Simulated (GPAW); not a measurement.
Consider Sr2MgReO6 (I4/m).

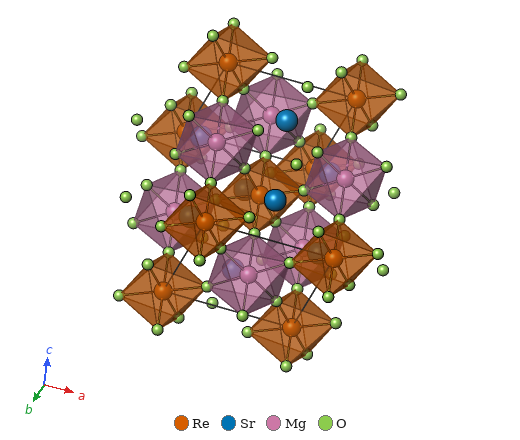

The structure (rhenium orange, strontium blue, magnesium pink, oxygen green). Some periodic images of atoms are drawn too.

```xyz
10
Lattice="-2.8103 2.8103 4.0181 2.8103 -2.8103 4.0181 2.8103 2.8103 -4.0181" Properties=species:S:1:pos:R:3 pbc="T T T"
Re    0.0000    0.0000    0.0000
Sr    0.0000    2.8103    2.0090
Sr    2.8103    0.0000    2.0090
Mg    0.0000    0.0000    4.0181
O     4.0815    1.1750    0.0000
O    -1.2711    1.6354    4.0181
O     1.1750    1.5392    0.0000
O     1.6354    1.2711    4.0181
O     0.0000    0.0000    6.0879
O     0.0000    0.0000    1.9483
```

Absorber: atom 4, with 6 O at 2.07 Å (octahedral, site symmetry 4/m). Method: GPAW, LDA, excited-electron core hole (neutral cell), 10-atom cell with 5.6 Å between holes, 8×8×8 k points, dipole transitions, Gaussian full width 0.9 eV up to 4 eV, rising linearly to 3.5 eV at 25 eV, without spin-orbit coupling.

Q: Predict the near-edge structure at the Mg K edge.

Main maxima up to 24 eV above the zero (height): 4.2 eV (1.23), 9.2 eV (4.24), 15.3 eV (0.77) and 22.6 eV (0.70). A K edge sees empty p states on the absorber. The total-energy difference is 1307.47 eV. One term is added: -12.89 eV, since the hole is spin-paired here and a spin-polarised one costs that much less in the free atom (computed apart). The photon energy is then 1294.58 eV. The tabulated edge of the element is 1303 eV. The functional leaves an error in such absolute values: in the free atom LDA prices this hole 6.5 eV below PBE (computed apart), and PBE is itself good to a few eV.

The Mg K spectrum (energy from the lowest empty level; intensity scaled to a mean of 1 over the first 20 eV; polarised curves are means over the symmetry-equivalent atoms):

```
E (eV)  isotropic  ε ⊥ c  ε ∥ c
  -2.0       0.00   0.00   0.00
  -0.5       0.02   0.02   0.01
   1.0       0.01   0.01   0.01
   2.5       0.14   0.13   0.17
   4.0       1.18   1.14   1.28
   5.5       0.53   0.55   0.48
   7.0       0.74   0.76   0.70
   8.5       3.35   3.39   3.26
  10.0       3.18   3.10   3.33
  11.5       0.88   0.92   0.80
  13.0       0.63   0.63   0.64
  14.5       0.74   0.75   0.72
  16.0       0.75   0.75   0.74
  17.5       0.66   0.65   0.68
  19.0       0.57   0.55   0.62
  20.5       0.59   0.60   0.59
  22.0       0.69   0.69   0.69
  23.5       0.68   0.68   0.68
  25.0       0.59   0.60   0.57
  26.5       0.47   0.48   0.45
  28.0       0.39   0.40   0.37
  29.5       0.41   0.42   0.41
  31.0       0.43   0.43   0.44
```

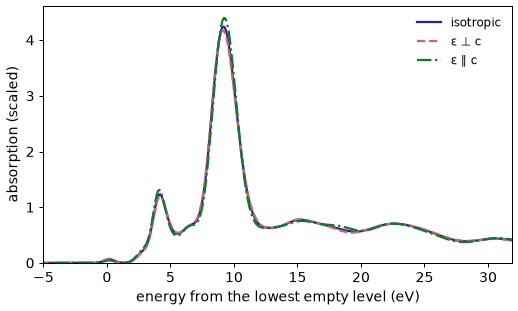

The Mg K edge.

The primitive cell holds an odd number of electrons, so a spin-paired run has to come out metallic; that is right for a metal, but some such compounds are magnetic or distorted insulators. The holes are only 5.6 Å apart, so the shape is probably not converged with cell size; no larger cell was run here. The structure is a computed Materials Project entry and may be a hypothetical form.

[Banner, clock and machine lines of the logs are left out without a mark of their own.]

[Logs are printed without paths, hosts, clocks, repeated set-up lines and the standing remarks that a program may print on its own settings, such as how far it seeks lower states.]

[Hosts, paths, dates, database ids (printed as entryN), source tags and the programs' standing remarks are cut or masked in the printed files.]

[Lists of maxima count a maximum above −3 eV only where it reaches 4 % of the highest in the window and stands out from its surroundings by 2 % of it (1.5 % where it reaches 55 %); shoulders and weaker maxima are passed over, and of the rest the first, up to two pre-edge ones and the few strongest are named.]
